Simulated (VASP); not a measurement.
Band structure of Ru (relaxed from the diamond structure, space group Fd-3m). Level of theory: r2SCAN meta-GGA, VASP's PBE PAW potentials (set 64) (plane waves; VASP).

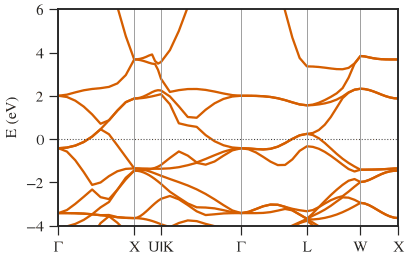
Bands along high-symmetry lines, zero at the valence-band maximum or, without a gap, the Fermi level

Q: Read the plot: is there a gap, and where are the band edges?

A: It has no gap at this level: it comes out as a metal or semimetal.

The structure was generated: Ru was put into the diamond type (Fd-3m), which need not be its known phase. It was relaxed first, which changed the volume by +5 %.
